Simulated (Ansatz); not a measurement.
## Nudged elastic band, with input and output: AlSi36H17Cl3 (part 3 of 4)

The same run, continued: AlSi36H17Cl3 (slab, 57 atoms in the cell); DFT PBE, scalar-relativistic, plane waves, PAW, PAW set soft_1, spin-polarised (Ansatz 0.2.0); cutoff 420 eV, 1×1×1 k-mesh, Gaussian smearing of 0.02 eV, collinear spins. The input holds or restrains some coordinates. It belongs to a series of runs on one base structure; here: band between the two ends.

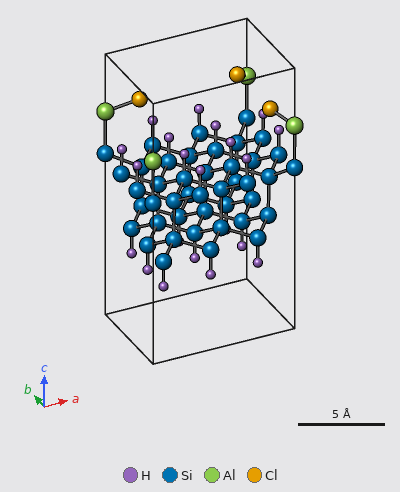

The structure as given in the input (ball-and-stick view of the cell of the calculation, with the vacuum cut short, seen slightly off an axis). An atom can appear more than once, as a periodic image.

### Output, continued
```
  atom  45  Si     0.00244712     0.00359461     0.00102079
  atom  46  H      0.00238777     0.00048062     0.00247276
  atom  47  H     -0.00017086     0.00006952     0.00090414
  atom  48  H      0.00000874     0.00051774     0.00115051
  atom  49  H      0.00021705     0.00036182     0.00090178
  atom  50  H     -0.00241786     0.00227936     0.00218543
  atom  51  H     -0.00385601    -0.00883168    -0.00750446
  atom  52  H      0.00011412    -0.00153569     0.00063901
  atom  53  H     -0.00034563    -0.00010637     0.00057208
  atom  54  Al     0.01289339     0.02213724    -0.03687894
  atom  55  Cl    -0.01145487    -0.02945014    -0.00509609
  atom  56  Cl     0.00188050    -0.00082440     0.01506062
  atom  57  Cl    -0.00965040    -0.00090510     0.01529015
  max |Σ_I F_I| component: 8.57e-5 eV/Å
--- Band table (eV) ---
  k-point 0 ↑: bands = ["-15.6337", "-15.2454", "-15.2448", "-12.6817", "-11.5786", "-11.5067", "-11.4914", "-11.4896", "-11.4284", "-11.4256", "-11.3704", "-10.4513", "-10.4278", "-10.4250", "-10.3899", "-10.3845", "-10.2948", "-9.7836", "-9.7830", "-9.2753", "-9.2745", "-9.1132", "-9.0072", "-7.9271", "-7.9126", "-7.9024", "-7.8647", "-7.8597", "-7.7978", "-7.7781", "-7.7778", "-7.6496", "-6.6023", "-6.5924", "-6.5742", "-6.5637", "-6.5524", "-6.5293", "-6.0962", "-5.8253", "-5.4941", "-5.4721", "-5.4701", "-5.4683", "-5.4259", "-5.4202", "-5.4175", "-5.4053", "-5.4010", "-5.1622", "-4.6696", "-4.6552", "-4.6150", "-4.5985", "-4.5929", "-4.5478", "-4.5018", "-4.5013", "-4.4051", "-4.3992", "-4.3945", "-3.9026", "-3.6053", "-3.6040", "-3.5055", "-3.3664", "-3.3653", "-3.3611", "-3.3573", "-3.3465", "-3.3112", "-3.2815", "-3.2769", "-3.2757", "-3.2675", "-3.2579", "-3.2224", "-3.2209", "-3.0524", "-2.8145", "-2.8025", "-2.6738", "-2.4983", "-2.4955", "-2.4790", "-2.4532", "-2.4222", "-2.4024", "-2.0405", "-2.0222", "-1.9913", "-1.4081", "-1.3299", "0.1379", "0.1430", "0.1629", "0.1750", "0.1879", "0.2404", "0.6387", "1.0076", "1.0176", "1.0203", "1.0416", "1.0560", "1.0644", "1.1804", "1.5267", "1.5326", "1.5605", "1.5876", "1.7079", "1.7151", "1.7597", "1.7724", "1.7780", "1.8389", "1.9724", "2.0188", "2.1300", "2.1364", "2.3205", "2.4187", "2.4485", "2.4559", "2.4697", "2.5138", "2.5337", "2.5438", "2.6179", "3.3289", "3.3754", "3.3839", "3.4631", "3.4723", "3.4732", "3.5074", "3.9205", "3.9523", "3.9558", "3.9921", "4.0356", "4.0391", "4.2087", "4.2180", "4.2217", "4.2722", "4.3247", "4.3823", "4.3877"]
  k-point 0 ↓: bands = ["-15.6337", "-15.2454", "-15.2448", "-12.6817", "-11.5786", "-11.5067", "-11.4914", "-11.4896", "-11.4284", "-11.4256", "-11.3704", "-10.4513", "-10.4278", "-10.4250", "-10.3899", "-10.3845", "-10.2948", "-9.7836", "-9.7830", "-9.2753", "-9.2745", "-9.1132", "-9.0072", "-7.9271", "-7.9126", "-7.9024", "-7.8647", "-7.8597", "-7.7978", "-7.7781", "-7.7778", "-7.6496", "-6.6023", "-6.5924", "-6.5742", "-6.5637", "-6.5524", "-6.5293", "-6.0962", "-5.8253", "-5.4941", "-5.4721", "-5.4701", "-5.4683", "-5.4259", "-5.4202", "-5.4175", "-5.4053", "-5.4010", "-5.1622", "-4.6696", "-4.6552", "-4.6150", "-4.5985", "-4.5929", "-4.5478", "-4.5018", "-4.5013", "-4.4051", "-4.3992", "-4.3945", "-3.9026", "-3.6053", "-3.6040", "-3.5055", "-3.3664", "-3.3653", "-3.3611", "-3.3573", "-3.3465", "-3.3112", "-3.2815", "-3.2769", "-3.2757", "-3.2675", "-3.2579", "-3.2224", "-3.2209", "-3.0524", "-2.8145", "-2.8025", "-2.6738", "-2.4983", "-2.4955", "-2.4790", "-2.4532", "-2.4222", "-2.4024", "-2.0405", "-2.0222", "-1.9913", "-1.4081", "-1.3299", "0.1379", "0.1430", "0.1629", "0.1750", "0.1879", "0.2404", "0.6387", "1.0076", "1.0176", "1.0203", "1.0416", "1.0560", "1.0644", "1.1804", "1.5267", "1.5326", "1.5605", "1.5876", "1.7079", "1.7151", "1.7597", "1.7724", "1.7780", "1.8389", "1.9724", "2.0188", "2.1300", "2.1364", "2.3205", "2.4187", "2.4485", "2.4559", "2.4697", "2.5138", "2.5337", "2.5438", "2.6179", "3.3289", "3.3754", "3.3839", "3.4631", "3.4723", "3.4732", "3.5074", "3.9205", "3.9523", "3.9558", "3.9921", "4.0356", "4.0391", "4.2087", "4.2180", "4.2217", "4.2722", "4.3247", "4.3823", "4.3877"]
this run last wrote the band of iteration 4 to [file]
--- NEB band (7 images, 4 band iterations, 197 SCF iterations) ---
  forward barrier  = 0.053562 eV
  backward barrier = 0.091009 eV
  lagrangian_above_aufbau_ev (what the smearing adds, to first order; not taken off the barriers): saddle image -0.011284 eV, end points -0.011284 and -0.011284 eV
  climbing image's point = of an order that was not read
  energies are F+E_penalty+E_count in eV, relative to image 0
  image     s (Å)  Δ vs image 0  max|band force component| (eV/Å)     M (μB)  M_abs (μB)
  *   3    1.8141      0.053562                          3.687e-2    +0.0000      0.0000
  climbing-image geometry (image 3):
  cell:  # Å, volume = 2283.0407 Å³
    - [11.518769, 0.0, 0.0]
    - [5.759385, 9.975547, 0.0]
[...]
    - [0.0, 0.0, 19.868765]
  atoms:
    - { symbol: H, position: [0.11111110500000002, 0.11111110499999999, 0.050330275] }
    - { symbol: H, position: [0.44444443, 0.11111110499999999, 0.050330275] }
    - { symbol: H, position: [0.7777778049999998, 0.11111110499999999, 0.050330275] }
    - { symbol: H, position: [0.11111110500000007, 0.44444441999999995, 0.050330275] }
    - { symbol: H, position: [0.44444442500000014, 0.44444441999999995, 0.050330275] }
    - { symbol: H, position: [0.7777778, 0.44444441999999995, 0.050330275] }
    - { symbol: H, position: [0.11111110000000007, 0.7777777899999999, 0.050330275] }
    - { symbol: H, position: [0.4444444250000001, 0.7777777899999999, 0.050330275] }
    - { symbol: H, position: [0.777777795, 0.7777777899999999, 0.050330275] }
    - { symbol: Si, position: [0.11111110500000002, 0.11111110499999999, 0.12582561999999997] }
    - { symbol: Si, position: [0.44444443, 0.11111110499999999, 0.12582561999999997] }
    - { symbol: Si, position: [0.7777778049999998, 0.11111110499999999, 0.12582561999999997] }
    - { symbol: Si, position: [0.11111110500000007, 0.44444441999999995, 0.12582561999999997] }
    - { symbol: Si, position: [0.44444442500000014, 0.44444441999999995, 0.12582561999999997] }
    - { symbol: Si, position: [0.7777778, 0.44444441999999995, 0.12582561999999997] }
    - { symbol: Si, position: [0.11111110000000007, 0.7777777899999999, 0.12582561999999997] }
    - { symbol: Si, position: [0.4444444250000001, 0.7777777899999999, 0.12582561999999997] }
    - { symbol: Si, position: [0.777777795, 0.7777777899999999, 0.12582561999999997] }
    - { symbol: Si, position: [-0.11163122851266565, 0.22135659183019918, 0.16622479854596697] }
    - { symbol: Si, position: [0.2215237837805092, 0.2218755035774193, 0.1645453904808972] }
    - { symbol: Si, position: [0.5549948572527391, 0.22168590980324965, 0.1645435142839485] }
    - { symbol: Si, position: [-0.1119529304262605, 0.5550626278801469, 0.16413634597870655] }
    - { symbol: Si, position: [0.22160441297800776, 0.5552153017026802, 0.16460088151729696] }
    - { symbol: Si, position: [0.55481553162235, 0.5554929773295083, 0.16407878464960343] }
    - { symbol: Si, position: [-0.11156309914358781, 0.8885395020417559, 0.16606531248433656] }
    - { symbol: Si, position: [0.221220953030612, 0.8886219568903658, 0.16613571256492154] }
    - { symbol: Si, position: [0.5553309072552417, 0.8881780292829458, 0.16398253825752038] }
    - { symbol: Si, position: [-0.10775419043449082, 0.21721574151795164, 0.2849078871144494] }
    - { symbol: Si, position: [0.2231494057786767, 0.2227887972638018, 0.28243649514549873] }
    - { symbol: Si, position: [0.556960775464388, 0.22284804835209054, 0.28241516140241096] }
    - { symbol: Si, position: [-0.10994944900294046, 0.5550087493396144, 0.28174182722049645] }
    - { symbol: Si, position: [0.22278331803326662, 0.5569134420256895, 0.2825228733565481] }
    - { symbol: Si, position: [0.5555784117260478, 0.5572616320085108, 0.2815946263435629] }
    - { symbol: Si, position: [-0.10678876281720384, 0.8914996294185543, 0.28462700573576466] }
    - { symbol: Si, position: [0.2178143794848843, 0.8932389486509182, 0.28474242537769096] }
    - { symbol: Si, position: [0.5574957113413961, 0.8896766845014064, 0.2814634930819303] }
    - { symbol: Si, position: [-0.00020920346636412541, -0.00072523544398574, 0.3343062856962727] }
    - { symbol: Si, position: [0.33478908330508544, -0.0005064305599273121, 0.3209718451641333] }
    - { symbol: Si, position: [0.6680762059901552, -0.000554700773056086, 0.3214721881729004] }
    - { symbol: Si, position: [-0.0002855982590966033, 0.3322370005582316, 0.32172895150865144] }
    - { symbol: Si, position: [0.333424309493436, 0.3335694441789835, 0.3212278963567224] }
    - { symbol: Si, position: [0.666034891305418, 0.33470115750257545, 0.32110429895634174] }
    - { symbol: Si, position: [-0.0008344553830775259, 0.6662137924478575, 0.32120191534719156] }
    - { symbol: Si, position: [0.3324986135036795, 0.6682269960111104, 0.321666353345491] }
    - { symbol: Si, position: [0.6667190768773308, 0.6668585468026498, 0.32054608511854277] }
    - { symbol: H, position: [0.34025500640787476, 0.0010244457641999858, 0.39606519032475157] }
    - { symbol: H, position: [0.6637096477112735, 0.0007242115394923296, 0.39689556311444874] }
    - { symbol: H, position: [0.001309587469210699, 0.3347839156282464, 0.39714560568769647] }
    - { symbol: H, position: [0.33330927443105113, 0.3332655228224491, 0.39671502127508285] }
    - { symbol: H, position: [0.6584589725144812, 0.3400663819112456, 0.39618714926089954] }
    - { symbol: H, position: [0.0007414702264972317, 0.6603872592862285, 0.3963991532253648] }
    - { symbol: H, position: [0.33490337633296174, 0.6640276714820337, 0.3970878814357742] }
    - { symbol: H, position: [0.6663034605084914, 0.6668571616806573, 0.39604201555902874] }
    - { symbol: Al, position: [0.9999648512953585, 0.0005099859218136028, 0.4630944861919494] }
    - { symbol: Cl, position: [0.9966433357905397, -0.17452560643763015, 0.49696054315979515] }
    - { symbol: Cl, position: [1.179484347048631, -0.0014183860086053922, 0.4940555129935343] }
    - { symbol: Cl, position: [0.8239023206732561, 0.1813368113236096, 0.49418158629441955] }
```

### The last band as extended XYZ (Å, eV, eV/Å)
```
57
Lattice="11.5188 0.0000 0.0000 5.7594 9.9755 0.0000 0.0000 0.0000 19.8688" Properties=species:S:1:pos:R:3:forces:R:3 image=0 energy=-26932.89497
H     1.9198    1.1084    1.0000   -0.0022  -0.0079  -0.0341
H     5.7594    1.1084    1.0000    0.0051  -0.0039  -0.0424
H     9.5990    1.1084    1.0000    0.0093  -0.0056  -0.0339
H     3.8396    4.4336    1.0000    0.0037  -0.0027  -0.0432
H     7.6792    4.4336    1.0000    0.0058  -0.0031  -0.0424
H    11.5188    4.4336    1.0000   -0.0008  -0.0197  -0.0462
H     5.7594    7.7588    1.0000    0.0056   0.0050  -0.0343
H     9.5990    7.7588    1.0000   -0.0097   0.0053  -0.0451
H    13.4386    7.7588    1.0000    0.0157   0.0095  -0.0463
Si    1.9198    1.1084    2.5000   -0.0757  -0.0364   0.0922
Si    5.7594    1.1084    2.5000   -0.0038  -0.0020  -0.0147
Si    9.5990    1.1084    2.5000    0.0794  -0.0452   0.0877
Si    3.8396    4.4336    2.5000   -0.0106   0.0059  -0.0204
Si    7.6792    4.4336    2.5000    0.0008   0.0043  -0.0157
Si   11.5188    4.4336    2.5000    0.0008  -0.0886   0.0390
Si    5.7594    7.7588    2.5000   -0.0055   0.0835   0.0912
Si    9.5990    7.7588    2.5000   -0.0727   0.0422   0.0350
Si   13.4386    7.7588    2.5000    0.0761   0.0427   0.0380
Si   -0.0097    2.2203    3.2987   -0.0017   0.0012   0.0041
Si    3.8310    2.2221    3.2660   -0.0021   0.0011   0.0046
Si    7.6709    2.2219    3.2664   -0.0022   0.0013   0.0043
Si    1.9087    5.5486    3.2617   -0.0022   0.0012   0.0041
Si    5.7507    5.5471    3.2658   -0.0026   0.0011   0.0041
Si    9.5920    5.5485    3.2639   -0.0017   0.0006   0.0037
Si    3.8319    8.8742    3.2983   -0.0020   0.0002   0.0046
Si    7.6677    8.8741    3.2981   -0.0014   0.0000   0.0041
Si   11.5099    8.8704    3.2639   -0.0018   0.0004   0.0043
Si    0.0181    2.1574    5.6539   -0.0074   0.0041   0.0033
Si    3.8516    2.2062    5.6065   -0.0042   0.0028   0.0022
Si    7.6994    2.2041    5.6068   -0.0050   0.0031   0.0015
Si    1.9360    5.5312    5.5999   -0.0034   0.0026   0.0041
Si    5.7736    5.5346    5.6061   -0.0046   0.0030   0.0030
Si    9.6110    5.5325    5.6026   -0.0059   0.0022   0.0032
Si    3.8991    8.8789    5.6532   -0.0068   0.0060   0.0041
Si    7.6505    8.8821    5.6527   -0.0082   0.0062   0.0084
Si   11.5321    8.8598    5.6028   -0.0044   0.0056   0.0027
Si   -0.0062    0.0027    6.6164    0.0078  -0.0070  -0.0047
Si    3.8349   -0.0013    6.3896    0.0057  -0.0050  -0.0037
Si    7.6820   -0.0047    6.3891    0.0062  -0.0051  -0.0031
Si    1.9165    3.3251    6.3875    0.0037  -0.0035  -0.0027
Si    5.7616    3.3230    6.3774    0.0043  -0.0032  -0.0033
Si    9.6037    3.3244    6.3893    0.0074  -0.0041  -0.0030
Si    3.8375    6.6517    6.3870    0.0049  -0.0009  -0.0042
Si    7.6773    6.6536    6.3894    0.0072  -0.0013  -0.0041
Si   11.5195    6.6493    6.3762    0.0038  -0.0021  -0.0024
H     3.8790    0.0267    7.8856   -0.0007   0.0000   0.0003
H     7.6370    0.0234    7.8853   -0.0012   0.0006  -0.0012
H     1.9627    3.3522    7.8837   -0.0004   0.0001   0.0002
H     5.7600    3.3245    7.8776   -0.0003   0.0003  -0.0002
H     9.5569    3.3503    7.8855   -0.0006   0.0002  -0.0009
H     3.8377    6.5983    7.8830   -0.0004   0.0007   0.0022
H     7.6754    6.6017    7.8854   -0.0006   0.0008   0.0011
H    11.5190    6.6500    7.8760   -0.0005   0.0000  -0.0001
Al   11.5157   -0.0022    9.1591    0.0027   0.0046   0.0200
Cl    9.7319   -1.0302    9.7821    0.0104   0.0006  -0.0083
Cl   13.3025   -1.0288    9.7761   -0.0102  -0.0027  -0.0075
Cl   11.5194    2.0553    9.7852   -0.0029   0.0007  -0.0091
57
Lattice="11.5188 0.0000 0.0000 5.7594 9.9755 0.0000 0.0000 0.0000 19.8688" Properties=species:S:1:pos:R:3:forces:R:3 image=1 energy=-26932.88027
H     1.9198    1.1084    1.0000   -0.0030  -0.0049  -0.0335
H     5.7594    1.1084    1.0000    0.0032  -0.0011  -0.0422
H     9.5990    1.1084    1.0000    0.0093  -0.0043  -0.0335
H     3.8396    4.4336    1.0000    0.0074   0.0025  -0.0425
H     7.6792    4.4336    1.0000    0.0057  -0.0040  -0.0417
H    11.5188    4.4336    1.0000   -0.0056  -0.0209  -0.0456
H     5.7594    7.7588    1.0000    0.0085   0.0061  -0.0337
H     9.5990    7.7588    1.0000   -0.0089   0.0128  -0.0451
H    13.4386    7.7588    1.0000    0.0222   0.0052  -0.0466
Si    1.9198    1.1084    2.5000   -0.0832  -0.0357   0.1010
Si    5.7594    1.1084    2.5000   -0.0127  -0.0008  -0.0138
Si    9.5990    1.1084    2.5000    0.0751  -0.0476   0.0932
Si    3.8396    4.4336    2.5000   -0.0123   0.0087  -0.0144
Si    7.6792    4.4336    2.5000   -0.0083   0.0007  -0.0084
Si   11.5188    4.4336    2.5000   -0.0102  -0.0909   0.0451
Si    5.7594    7.7588    2.5000   -0.0050   0.0855   0.0973
Si    9.5990    7.7588    2.5000   -0.0745   0.0533   0.0366
Si   13.4386    7.7588    2.5000    0.0790   0.0331   0.0396
Si   -0.0115    2.2185    3.3008    0.0018  -0.0020  -0.0014
Si    3.8293    2.2214    3.2668    0.0036   0.0012  -0.0002
Si    7.6693    2.2196    3.2674    0.0017   0.0022  -0.0001
Si    1.9070    5.5460    3.2626    0.0000   0.0004  -0.0015
Si    5.7501    5.5460    3.2678    0.0037  -0.0010  -0.0001
Si    9.5901    5.5481    3.2637    0.0032   0.0013  -0.0011
Si    3.8308    8.8721    3.2990    0.0066   0.0041  -0.0011
Si    7.6666    8.8728    3.3000   -0.0007   0.0029  -0.0006
Si   11.5102    8.8687    3.2631    0.0013  -0.0001  -0.0008
Si    0.0136    2.1590    5.6569    0.0009  -0.0001  -0.0011
Si    3.8529    2.2121    5.6073   -0.0011  -0.0010  -0.0020
Si    7.6996    2.2077    5.6081   -0.0028  -0.0021  -0.0024
Si    1.9345    5.5296    5.6006   -0.0031  -0.0007   0.0000
Si    5.7765    5.5409    5.6090   -0.0023  -0.0034  -0.0020
Si    9.6099    5.5414    5.6016   -0.0013  -0.0007   0.0003
Si    3.9036    8.8797    5.6538   -0.0048  -0.0056   0.0025
Si    7.6540    8.8932    5.6554    0.0026  -0.0050  -0.0016
Si   11.5397    8.8636    5.6007   -0.0015  -0.0035   0.0002
Si   -0.0067    0.0008    6.6232    0.0025   0.0064   0.0167
Si    3.8443    0.0013    6.3846    0.0000   0.0008  -0.0030
Si    7.6890   -0.0055    6.3899    0.0008   0.0003  -0.0001
Si    1.9120    3.3201    6.3903    0.0004   0.0027  -0.0031
Si    5.7620    3.3258    6.3781    0.0026   0.0018   0.0006
Si    9.5993    3.3309    6.3859    0.0028   0.0014  -0.0025
Si    3.8346    6.6478    6.3846    0.0010   0.0032  -0.0017
Si    7.6775    6.6627    6.3923    0.0010   0.0026  -0.0011
Si   11.5200    6.6508    6.3747    0.0026   0.0018  -0.0009
H     3.9015    0.0313    7.8785   -0.0013   0.0008   0.0040
H     7.6505    0.0146    7.8876   -0.0020   0.0017   0.0004
H     1.9507    3.3440    7.8877    0.0014   0.0006   0.0015
H     5.7595    3.3253    7.8783   -0.0001  -0.0001   0.0005
H     9.5421    3.3659    7.8799   -0.0006  -0.0009   0.0032
H     3.8312    6.5893    7.8795    0.0006  -0.0031   0.0000
H     7.6765    6.6190    7.8897   -0.0004  -0.0020   0.0011
H    11.5177    6.6516    7.8745   -0.0001  -0.0001   0.0008
Al   11.5227    0.0034    9.1732    0.0091   0.0055  -0.0193
Cl    9.9470   -1.3063    9.8167   -0.0286   0.0098  -0.0050
Cl   13.4563   -0.7075    9.7851   -0.0052  -0.0272   0.0040
Cl   11.1860    2.0353    9.7869    0.0192   0.0091   0.0054
```
